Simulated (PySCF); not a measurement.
Sn(H)2(OH)2, SMILES [OH][SnH2][OH] (H4O2Sn), singlet at its PBE0/def2-SVP optimised geometry (Å):

```
7

Sn    -0.8563    -0.3415     0.0000
O      1.1278    -0.3415     0.0000
O     -1.4792    -1.2487    -1.6509
H     -1.2412     1.3217     0.0000
H     -1.4957    -1.3217     1.2429
H      1.4957    -1.2325     0.0177
H     -1.2027    -0.7872    -2.4510
```

Method: PBE0/def2-TZVP, def2 effective core potentials past Kr (PySCF 2.14.0). The core electrons that the potentials of Sn replace are not part of the density. Cells within 0.4 Å of a nucleus heavier than hydrogen are left out (blank, or x).

Map of the electrostatic potential (hartree/e), clipped to [-0.08, 0.12] on the plane z = 0.0 Å:

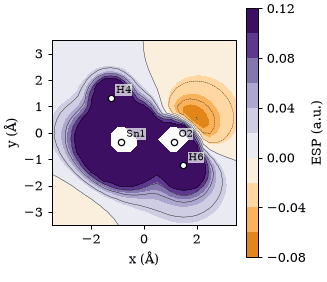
Electrostatic potential (hartree/e), clipped to [-0.08, 0.12] on the plane z = 0.0 Å.
